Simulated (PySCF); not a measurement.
# C3H8GeO: core binding energies at several levels of theory, part 2 of 3

PySCF 2.14.0. Atoms count from 0. Earlier steps stand in the parts before.

### Step 6. Core holes by ΔSCF: HF, X2C

What the job is given:

```
{"job": {"kind": "xps", "xc": "HF"}, "charge": 0, "multiplicity": 1}
C      1.497509     0.723072     0.340969
C      0.894608    -0.324554    -0.585622
C     -0.313110     0.168682    -1.348096
O     -0.424352     0.050933    -2.541974
Ge    -1.813245     1.082482    -0.354726
H      2.364791     0.313578     0.878387
H      1.837868     1.606188    -0.220907
H      0.776120     1.064696     1.100440
H      1.623397    -0.687860    -1.327420
H      0.559562    -1.197468     0.004822
H     -1.552444     2.600092    -0.366151
H     -3.111023     0.779307    -1.115303
H     -1.932428     0.617826     1.111475
```

Level: delta-SCF UKS HF, pcX-2 on the ionised atom, pcseg-1 elsewhere, spin-free X2C.

Output:

```text
ground state, core basis on atom 0 (C), 154 functions
  cycle   1  E = -2285.33968925  |g| = 7.25e-01
  cycle   2  E = -2285.40707774  |g| = 6.17e-01
  cycle   3  E = -2285.47891870  |g| = 6.78e-02
  cycle   4  E = -2285.48130063  |g| = 2.04e-02
  cycle   5  E = -2285.48152713  |g| = 9.03e-03
  cycle   6  E = -2285.48158736  |g| = 3.76e-03
  cycle   7  E = -2285.48159661  |g| = 1.05e-03
  cycle   8  E = -2285.48159732  |g| = 2.22e-04
  E(ground) = -2285.48159732 Eh
hole in C 1s of atom 0
  cycle   1  E = -2274.23482244  |g| = 1.49e+00
  cycle   2  E = -2274.59851517  |g| = 7.43e-01
  cycle   3  E = -2274.77866757  |g| = 1.03e-01
  cycle   4  E = -2274.78305237  |g| = 2.93e-02
  cycle   5  E = -2274.78359386  |g| = 1.73e-02
  cycle   6  E = -2274.78403892  |g| = 9.65e-03
  cycle   7  E = -2274.78426165  |g| = 3.47e-03
  cycle   8  E = -2274.78428650  |g| = 1.23e-03
  cycle   9  E = -2274.78429001  |g| = 6.86e-04
  cycle  10  E = -2274.78429147  |g| = 5.90e-04
  cycle  11  E = -2274.78429299  |g| = 5.56e-04
  cycle  12  E = -2274.78429623  |g| = 5.07e-04
  cycle  13  E = -2274.78430080  |g| = 4.43e-04
  E(ion) = -2274.78430080 Eh   <S^2> = 0.7866   hole on atom = 1.000   binding energy = 291.088 eV
ground state, core basis on atom 1 (C), 154 functions
  cycle   1  E = -2285.48439903  |g| = 2.76e-02
  cycle   2  E = -2285.48449805  |g| = 4.61e-03
  cycle   3  E = -2285.48450357  |g| = 2.43e-03
  cycle   4  E = -2285.48450499  |g| = 6.81e-04
  cycle   5  E = -2285.48450513  |g| = 2.14e-04
  E(ground) = -2285.48450513 Eh
hole in C 1s of atom 1
  cycle   1  E = -2274.23307489  |g| = 1.50e+00
  cycle   2  E = -2274.56354237  |g| = 8.17e-01
  cycle   3  E = -2274.78255484  |g| = 1.47e-01
  cycle   4  E = -2274.79004088  |g| = 6.27e-02
  cycle   5  E = -2274.79168537  |g| = 1.78e-02
  cycle   6  E = -2274.79218028  |g| = 1.00e-02
  cycle   7  E = -2274.79243084  |g| = 3.83e-03
  cycle   8  E = -2274.79246534  |g| = 1.27e-03
  cycle   9  E = -2274.79246918  |g| = 7.00e-04
  cycle  10  E = -2274.79247056  |g| = 6.16e-04
  cycle  11  E = -2274.79247214  |g| = 5.84e-04
  cycle  12  E = -2274.79247541  |g| = 5.41e-04
  cycle  13  E = -2274.79248064  |g| = 4.71e-04
  E(ion) = -2274.79248064 Eh   <S^2> = 0.7880   hole on atom = 1.000   binding energy = 290.945 eV
ground state, core basis on atom 2 (C), 154 functions
  cycle   1  E = -2285.49152847  |g| = 3.52e-02
  cycle   2  E = -2285.49171068  |g| = 9.54e-03
  cycle   3  E = -2285.49172601  |g| = 5.06e-03
  cycle   4  E = -2285.49173116  |g| = 1.04e-03
  cycle   5  E = -2285.49173143  |g| = 2.76e-04
  E(ground) = -2285.49173143 Eh
hole in C 1s of atom 2
  cycle   1  E = -2274.15568035  |g| = 1.49e+00
  cycle   2  E = -2274.39037064  |g| = 9.98e-01
  cycle   3  E = -2274.69707538  |g| = 2.38e-01
  cycle   4  E = -2274.71767634  |g| = 7.64e-02
  cycle   5  E = -2274.72090265  |g| = 2.95e-02
  cycle   6  E = -2274.72307248  |g| = 2.78e-02
  cycle   7  E = -2274.72433894  |g| = 2.83e-02
  cycle   8  E = -2274.72091898  |g| = 2.52e-02
  cycle   9  E = -2274.71381035  |g| = 1.58e-02
  cycle  10  E = -2274.71344760  |g| = 9.22e-03
[... 30 cycles left out ...]
  cycle  41  E = -2274.71271251  |g| = 6.51e-03
  cycle  42  E = -2274.71238443  |g| = 7.31e-03
  cycle  43  E = -2274.71595965  |g| = 1.38e-02
  cycle  44  E = -2274.71346909  |g| = 6.58e-03
  cycle  45  E = -2274.71381107  |g| = 7.37e-03
  cycle  46  E = -2274.71376354  |g| = 7.23e-03
  cycle  47  E = -2274.71379140  |g| = 7.30e-03
  cycle  48  E = -2274.71380051  |g| = 7.32e-03
  cycle  49  E = -2274.71390801  |g| = 7.63e-03
  cycle  50  E = -2274.71394401  |g| = 7.74e-03
hole again with damping 0.5
  cycle   1  E = -2274.15568035  |g| = 1.49e+00
  cycle   2  E = -2274.39037064  |g| = 9.98e-01
  cycle   3  E = -2274.71219413  |g| = 1.16e-01
  cycle   4  E = -2274.71761612  |g| = 5.33e-02
  cycle   5  E = -2274.71922901  |g| = 3.79e-02
  cycle   6  E = -2274.72134963  |g| = 2.85e-02
  cycle   7  E = -2274.72344357  |g| = 2.81e-02
  cycle   8  E = -2274.72482676  |g| = 2.86e-02
  cycle   9  E = -2274.71808513  |g| = 2.15e-02
  cycle  10  E = -2274.71417343  |g| = 1.27e-02
[... 60 cycles left out ...]
  cycle  71  E = -2274.70975772  |g| = 1.80e-02
  cycle  72  E = -2274.71417727  |g| = 8.20e-03
  cycle  73  E = -2274.71055495  |g| = 1.46e-02
  cycle  74  E = -2274.70917471  |g| = 2.05e-02
  cycle  75  E = -2274.70661696  |g| = 3.04e-02
  cycle  76  E = -2274.70673468  |g| = 3.00e-02
  cycle  77  E = -2274.70582984  |g| = 3.33e-02
  cycle  78  E = -2274.70347933  |g| = 4.15e-02
  cycle  79  E = -2274.70105224  |g| = 4.94e-02
  cycle  80  E = -2274.70947530  |g| = 1.91e-02
hole again, all orbitals by overlap
  cycle   1  E = -2274.15568035  |g| = 1.49e+00
  cycle   2  E = -2274.39037064  |g| = 9.98e-01
  cycle   3  E = -2274.71219413  |g| = 1.16e-01
  cycle   4  E = -2274.71761612  |g| = 5.33e-02
  cycle   5  E = -2274.71922901  |g| = 3.79e-02
  cycle   6  E = -2274.72134963  |g| = 2.85e-02
  cycle   7  E = -2274.72344357  |g| = 2.81e-02
  cycle   8  E = -2274.72482676  |g| = 2.86e-02
  cycle   9  E = -2274.71808513  |g| = 2.15e-02
  cycle  10  E = -2274.71417343  |g| = 1.27e-02
[... 60 cycles left out ...]
  cycle  71  E = -2274.70975772  |g| = 1.80e-02
  cycle  72  E = -2274.71417727  |g| = 8.20e-03
  cycle  73  E = -2274.71055495  |g| = 1.46e-02
  cycle  74  E = -2274.70917471  |g| = 2.05e-02
  cycle  75  E = -2274.70661696  |g| = 3.04e-02
  cycle  76  E = -2274.70673468  |g| = 3.00e-02
  cycle  77  E = -2274.70582984  |g| = 3.33e-02
  cycle  78  E = -2274.70347933  |g| = 4.15e-02
  cycle  79  E = -2274.70105224  |g| = 4.94e-02
  cycle  80  E = -2274.70947530  |g| = 1.91e-02
  E(ion) = -2274.70947530 Eh   <S^2> = 1.1757   hole on atom = 1.000   binding energy = 293.400 eV
ground state, core basis on atom 3 (O), 154 functions
  cycle   1  E = -2285.51185320  |g| = 3.70e-02
  cycle   2  E = -2285.51195715  |g| = 1.66e-02
  cycle   3  E = -2285.51199748  |g| = 6.85e-03
  cycle   4  E = -2285.51200614  |g| = 6.18e-04
  cycle   5  E = -2285.51200635  |g| = 2.55e-04
  E(ground) = -2285.51200635 Eh
hole in O 1s of atom 3
  cycle   1  E = -2264.93508371  |g| = 2.20e+00
  cycle   2  E = -2265.45013309  |g| = 1.22e+00
  cycle   3  E = -2265.77147721  |g| = 1.16e-01
  cycle   4  E = -2265.77669101  |g| = 3.29e-02
  cycle   5  E = -2265.77742617  |g| = 1.54e-02
  cycle   6  E = -2265.77774315  |g| = 5.05e-03
  cycle   7  E = -2265.77778354  |g| = 2.16e-03
  cycle   8  E = -2265.77779209  |g| = 8.23e-04
  cycle   9  E = -2265.77779339  |g| = 2.82e-04
  E(ion) = -2265.77779339 Eh   <S^2> = 0.7732   hole on atom = 1.000   binding energy = 536.995 eV
```

Run time: 84 s. Hardware: 1 thread of Arm Neoverse V1, shared host; peak memory 0.62 GiB.

**What went wrong.** The run did not converge. Numbers from the part that failed are no properties of the molecule.

### Step 7. Core holes by ΔSCF: SCAN, X2C

The job, as its differences from that of step 6:

```diff
@@ -1,2 +1,2 @@
-{"job": {"kind": "xps", "xc": "HF"}, "charge": 0, "multiplicity": 1}
+{"job": {"kind": "xps", "basis": "pcX-1"}, "charge": 0, "multiplicity": 1}
 C      1.497509     0.723072     0.340969
```

Level: delta-SCF UKS SCAN, pcX-1 on the ionised atom, pcseg-1 elsewhere, spin-free X2C.

Output:

```text
ground state, core basis on atom 0 (C), 133 functions
  cycle   1  E = -2288.14562225  |g| = 7.20e-01
  cycle   2  E = -2287.42455638  |g| = 1.93e+00
  cycle   3  E = -2288.24230102  |g| = 2.44e-01
  cycle   4  E = -2288.25468025  |g| = 1.03e-01
  cycle   5  E = -2288.25729692  |g| = 1.21e-02
  cycle   6  E = -2288.25734056  |g| = 6.27e-03
  cycle   7  E = -2288.25735122  |g| = 1.84e-03
  cycle   8  E = -2288.25735444  |g| = 4.05e-04
  E(ground) = -2288.39807195 Eh
hole in C 1s of atom 0
  cycle   1  E = -2277.00297965  |g| = 1.50e+00
  cycle   2  E = -2276.25830501  |g| = 1.84e+00
  cycle   3  E = -2277.43777824  |g| = 5.36e-01
  cycle   4  E = -2277.40769138  |g| = 6.03e-01
  cycle   5  E = -2277.55562249  |g| = 7.55e-02
  cycle   6  E = -2277.55750580  |g| = 3.46e-02
  cycle   7  E = -2277.55823461  |g| = 5.70e-03
  cycle   8  E = -2277.55825288  |g| = 2.68e-03
  cycle   9  E = -2277.55826517  |g| = 1.08e-03
  cycle  10  E = -2277.55826641  |g| = 5.31e-04
  cycle  11  E = -2277.55826472  |g| = 2.08e-04
  E(ion) = -2277.69811681 Eh   <S^2> = 0.7673   hole on atom = 1.000   binding energy = 291.161 eV
ground state, core basis on atom 1 (C), 133 functions
  cycle   1  E = -2288.25720315  |g| = 4.62e-02
  cycle   2  E = -2288.25690156  |g| = 5.62e-02
  cycle   3  E = -2288.25768427  |g| = 3.30e-03
  cycle   4  E = -2288.25768525  |g| = 2.78e-03
  cycle   5  E = -2288.25768577  |g| = 1.08e-03
  cycle   6  E = -2288.25768626  |g| = 3.96e-04
  E(ground) = -2288.39869298 Eh
hole in C 1s of atom 1
  cycle   1  E = -2276.99575464  |g| = 1.51e+00
  cycle   2  E = -2275.96921342  |g| = 2.06e+00
  cycle   3  E = -2277.36420230  |g| = 6.92e-01
  cycle   4  E = -2277.41822830  |g| = 5.98e-01
  cycle   5  E = -2277.56128061  |g| = 5.83e-02
  cycle   6  E = -2277.56259007  |g| = 1.76e-02
  cycle   7  E = -2277.56274861  |g| = 5.45e-03
  cycle   8  E = -2277.56276814  |g| = 2.31e-03
  cycle   9  E = -2277.56277157  |g| = 9.53e-04
  cycle  10  E = -2277.56277262  |g| = 4.30e-04
  E(ion) = -2277.70283320 Eh   <S^2> = 0.7683   hole on atom = 1.000   binding energy = 291.049 eV
ground state, core basis on atom 2 (C), 133 functions
  cycle   1  E = -2288.25621888  |g| = 4.70e-02
  cycle   2  E = -2288.25549733  |g| = 7.41e-02
  cycle   3  E = -2288.25657933  |g| = 2.24e-02
  cycle   4  E = -2288.25667697  |g| = 5.52e-03
  cycle   5  E = -2288.25668134  |g| = 1.19e-03
  cycle   6  E = -2288.25668206  |g| = 2.68e-04
  E(ground) = -2288.39753250 Eh
hole in C 1s of atom 2
  cycle   1  E = -2276.91956895  |g| = 1.50e+00
  cycle   2  E = -2274.34884069  |g| = 2.37e+00
  cycle   3  E = -2276.90734660  |g| = 9.79e-01
  cycle   4  E = -2277.27140098  |g| = 7.33e-01
  cycle   5  E = -2277.46125174  |g| = 2.60e-01
  cycle   6  E = -2277.48689250  |g| = 6.95e-02
  cycle   7  E = -2277.48954364  |g| = 1.80e-02
  cycle   8  E = -2277.48990157  |g| = 9.54e-03
  cycle   9  E = -2277.49008749  |g| = 7.31e-03
  cycle  10  E = -2277.49031784  |g| = 4.66e-03
  cycle  11  E = -2277.49040599  |g| = 2.66e-03
  cycle  12  E = -2277.49040881  |g| = 1.06e-03
  cycle  13  E = -2277.49041070  |g| = 7.06e-04
  cycle  14  E = -2277.49041168  |g| = 3.06e-04
  E(ion) = -2277.63000203 Eh   <S^2> = 0.8465   hole on atom = 1.000   binding energy = 292.999 eV
ground state, core basis on atom 3 (O), 133 functions
  cycle   1  E = -2288.25845026  |g| = 4.24e-02
  cycle   2  E = -2288.25750679  |g| = 7.57e-02
  cycle   3  E = -2288.25869631  |g| = 2.02e-02
  cycle   4  E = -2288.25876133  |g| = 7.57e-03
  cycle   5  E = -2288.25877687  |g| = 8.26e-04
  cycle   6  E = -2288.25877515  |g| = 2.09e-04
  E(ground) = -2288.39729396 Eh
hole in O 1s of atom 3
  cycle   1  E = -2267.65829877  |g| = 2.21e+00
  cycle   2  E = -2266.56521895  |g| = 2.36e+00
  cycle   3  E = -2268.21998676  |g| = 6.48e-01
  cycle   4  E = -2268.33348410  |g| = 5.23e-01
  cycle   5  E = -2268.48640576  |g| = 9.28e-02
  cycle   6  E = -2268.48999428  |g| = 3.08e-02
  cycle   7  E = -2268.49053469  |g| = 4.41e-03
  cycle   8  E = -2268.49054473  |g| = 1.54e-03
  cycle   9  E = -2268.49054612  |g| = 8.54e-04
  cycle  10  E = -2268.49054435  |g| = 3.69e-04
  E(ion) = -2268.63056594 Eh   <S^2> = 0.7649   hole on atom = 1.000   binding energy = 537.880 eV
```

Wall time 27 s (1 thread of Arm Neoverse V1, shared host); peak memory 0.44 GiB.

The holes in one table. −ε is the ground-state orbital energy:

```
     hole  stands for              environment  ΔSCF (eV)  −ε (eV)   ⟨S²⟩
C1s on C0          C0            methyl carbon     291.16    273.9  0.767
C1s on C1          C1  sp3 CH2 α to a carbonyl     291.05    274.1  0.768
C1s on C2          C2          carbonyl carbon     293.00    276.1  0.846
O1s on O3          O3          carbonyl oxygen     537.88    516.5  0.765
```

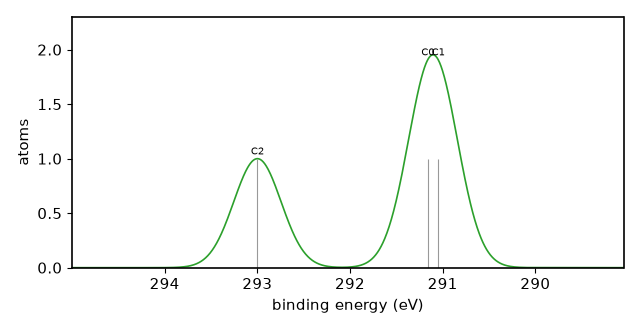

The C1s photoelectron lines, weighted by the number of atoms. Lines are broadened to a width of 0.60 eV (Gaussian).

### Step 8. Core-electron binding energies: SCAN, X2C

The job, as its differences from that of step 7:

```diff
@@ -1,2 +1,2 @@
-{"job": {"kind": "xps", "basis": "pcX-1"}, "charge": 0, "multiplicity": 1}
+{"job": {"kind": "xps", "basis": "def2-TZVP"}, "charge": 0, "multiplicity": 1}
 C      1.497509     0.723072     0.340969
```

Level: delta-SCF UKS SCAN, def2-TZVP on the ionised atom, pcseg-1 elsewhere, spin-free X2C.

Output:

```text
ground state, core basis on atom 0 (C), 140 functions
  cycle   1  E = -2288.16142473  |g| = 7.26e-01
  cycle   2  E = -2287.43915634  |g| = 1.93e+00
  cycle   3  E = -2288.25911362  |g| = 2.55e-01
  cycle   4  E = -2288.27280983  |g| = 1.04e-01
  cycle   5  E = -2288.27545559  |g| = 1.28e-02
  cycle   6  E = -2288.27550445  |g| = 6.45e-03
  cycle   7  E = -2288.27551368  |g| = 1.93e-03
  cycle   8  E = -2288.27551646  |g| = 4.38e-04
  E(ground) = -2288.41676612 Eh
hole in C 1s of atom 0
  cycle   1  E = -2277.01955655  |g| = 1.47e+00
  cycle   2  E = -2276.26577215  |g| = 1.73e+00
  cycle   3  E = -2277.41156685  |g| = 5.87e-01
  cycle   4  E = -2277.42023089  |g| = 5.86e-01
  cycle   5  E = -2277.55914385  |g| = 7.98e-02
  cycle   6  E = -2277.56135743  |g| = 3.67e-02
  cycle   7  E = -2277.56218020  |g| = 6.09e-03
  cycle   8  E = -2277.56220237  |g| = 2.84e-03
  cycle   9  E = -2277.56220645  |g| = 1.17e-03
  cycle  10  E = -2277.56220858  |g| = 5.81e-04
  cycle  11  E = -2277.56220829  |g| = 2.38e-04
  E(ion) = -2277.70219021 Eh   <S^2> = 0.7664   hole on atom = 1.000   binding energy = 291.558 eV
ground state, core basis on atom 1 (C), 140 functions
  cycle   1  E = -2288.27627553  |g| = 2.26e-02
  cycle   2  E = -2288.27620650  |g| = 2.75e-02
  cycle   3  E = -2288.27638787  |g| = 5.61e-03
  cycle   4  E = -2288.27639023  |g| = 4.37e-03
  cycle   5  E = -2288.27639426  |g| = 3.59e-04
  E(ground) = -2288.41800454 Eh
hole in C 1s of atom 1
  cycle   1  E = -2277.01362360  |g| = 1.48e+00
  cycle   2  E = -2276.00127958  |g| = 1.94e+00
  cycle   3  E = -2277.34320393  |g| = 7.28e-01
  cycle   4  E = -2277.43528344  |g| = 5.70e-01
  cycle   5  E = -2277.56603028  |g| = 5.46e-02
  cycle   6  E = -2277.56724636  |g| = 1.88e-02
  cycle   7  E = -2277.56743441  |g| = 5.43e-03
  cycle   8  E = -2277.56745176  |g| = 2.54e-03
  cycle   9  E = -2277.56745700  |g| = 9.89e-04
  cycle  10  E = -2277.56745543  |g| = 4.87e-04
  E(ion) = -2277.70768726 Eh   <S^2> = 0.7675   hole on atom = 1.000   binding energy = 291.443 eV
ground state, core basis on atom 2 (C), 140 functions
  cycle   1  E = -2288.28174702  |g| = 2.01e-02
  cycle   2  E = -2288.28169850  |g| = 2.44e-02
  cycle   3  E = -2288.28181790  |g| = 1.12e-02
  cycle   4  E = -2288.28183790  |g| = 3.40e-03
  cycle   5  E = -2288.28184106  |g| = 4.41e-04
  E(ground) = -2288.42317081 Eh
hole in C 1s of atom 2
  cycle   1  E = -2276.94410933  |g| = 1.47e+00
  cycle   2  E = -2274.40775737  |g| = 2.22e+00
  cycle   3  E = -2276.88127040  |g| = 9.92e-01
  cycle   4  E = -2277.29392326  |g| = 7.14e-01
  cycle   5  E = -2277.47091661  |g| = 2.66e-01
  cycle   6  E = -2277.49733840  |g| = 7.17e-02
  cycle   7  E = -2277.50014621  |g| = 1.72e-02
  cycle   8  E = -2277.50046525  |g| = 9.26e-03
  cycle   9  E = -2277.50062937  |g| = 6.82e-03
  cycle  10  E = -2277.50081585  |g| = 4.42e-03
  cycle  11  E = -2277.50089651  |g| = 2.55e-03
  cycle  12  E = -2277.50090184  |g| = 1.13e-03
  cycle  13  E = -2277.50090567  |g| = 6.62e-04
  cycle  14  E = -2277.50090502  |g| = 2.94e-04
  E(ion) = -2277.64055256 Eh   <S^2> = 0.8379   hole on atom = 1.000   binding energy = 293.410 eV
ground state, core basis on atom 3 (O), 140 functions
  cycle   1  E = -2288.30122248  |g| = 3.83e-02
  cycle   2  E = -2288.30003056  |g| = 8.52e-02
  cycle   3  E = -2288.30143375  |g| = 1.31e-02
  cycle   4  E = -2288.30146177  |g| = 4.33e-03
  cycle   5  E = -2288.30147069  |g| = 5.94e-04
  cycle   6  E = -2288.30147074  |g| = 1.56e-04
  E(ground) = -2288.44075010 Eh
hole in O 1s of atom 3
  cycle   1  E = -2267.69499421  |g| = 2.13e+00
  cycle   2  E = -2266.60731044  |g| = 2.16e+00
  cycle   3  E = -2268.19520460  |g| = 7.01e-01
  cycle   4  E = -2268.39783188  |g| = 4.59e-01
  cycle   5  E = -2268.50679752  |g| = 1.16e-01
  cycle   6  E = -2268.51235227  |g| = 2.61e-02
  cycle   7  E = -2268.51274074  |g| = 5.93e-03
  cycle   8  E = -2268.51275995  |g| = 1.86e-03
  cycle   9  E = -2268.51276033  |g| = 1.14e-03
  cycle  10  E = -2268.51276128  |g| = 3.64e-04
  E(ion) = -2268.65305413 Eh   <S^2> = 0.7649   hole on atom = 1.000   binding energy = 538.451 eV
```

It took 30 s on 1 thread of Arm Neoverse V1, shared host; peak memory 0.47 GiB.

The holes in one table. −ε is the ground-state orbital energy:

```
     hole  stands for              environment  ΔSCF (eV)  −ε (eV)   ⟨S²⟩
C1s on C0          C0            methyl carbon     291.56    273.9  0.766
C1s on C1          C1  sp3 CH2 α to a carbonyl     291.44    274.1  0.767
C1s on C2          C2          carbonyl carbon     293.41    276.1  0.838
O1s on O3          O3          carbonyl oxygen     538.45    516.7  0.765
```

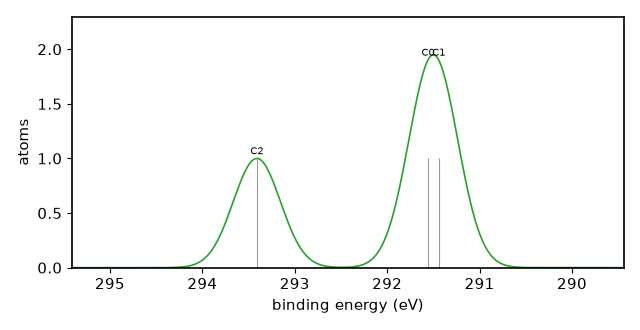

The C1s photoelectron lines, weighted by the number of atoms. Lines are broadened to a width of 0.60 eV (Gaussian).

(Part 2 of 3 ends here.)
